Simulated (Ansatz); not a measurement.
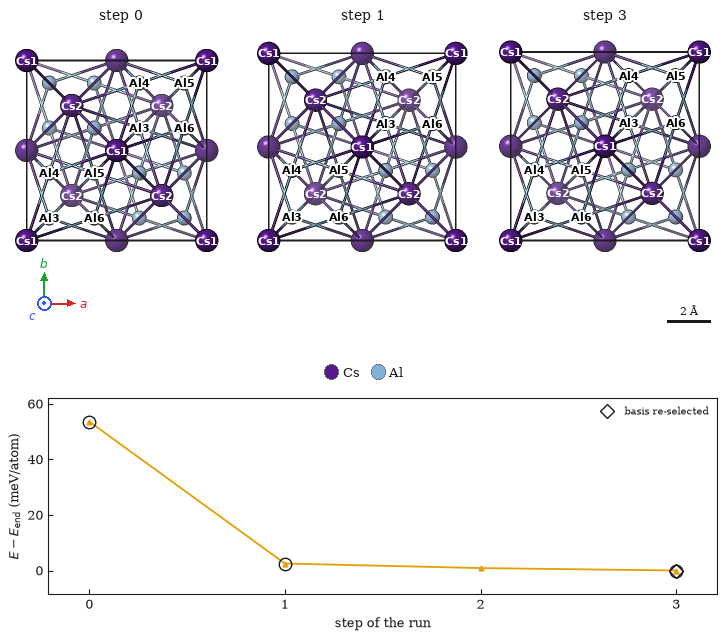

Frames of a relaxation of crystalline CsAl₂ (built on the cubic Laves (C15)_227 type) (coarse preliminary run), marked on the history of the run. The picture is a ball-and-stick view of the conventional cell (4 times the calculation's cell), seen along the c axis. Lengths and directions refer to the drawn axes.

Case: cubic Laves (C15) type (Fd-3m, No. 227).

Computed with DFT PBE, scalar-relativistic, plane waves, PAW (Ansatz). Settings: plane-wave cutoff 420 eV; k-point mesh 4 × 4 × 4; occupations gaussian; smearing width 0.1 eV; no spin polarisation; cell and atoms relaxed; force threshold 0.04 eV/Å; at most 70 steps.

Q: What happens along the run?

A: After 2 accepted moves (3 points after the start) the energy has fallen by 53.6 meV per atom. All forces vanish by symmetry, so only the cell relaxes. Pressure: 4.94 GPa at the start and 0.19 GPa at the end. At 1 point the geometry stayed and the basis and grid were re-selected for the new cell (energy shift of 0.9 meV per atom at most each time). The atoms keep their places relative to the cell (all moves are under 0.005 Å). The volume changes by +14.8 %, with a = b = c 8.479 → 8.878 Å (+4.7 %). Some distances before and after: Cs1–Cs2 3.671 → 3.844 Å, Cs1–Al3 3.515 → 3.680 Å. The space group stays Fd-3m (No. 227). Cost: 9.9 s on 1 thread of Arm Neoverse V1 (shared host), peak memory 0.4 GiB. From step 0 to 1: volume +12.3 %, energy −51.1 meV per atom. From step 1 to 3: volume +2.2 %, energy −2.5 meV per atom.
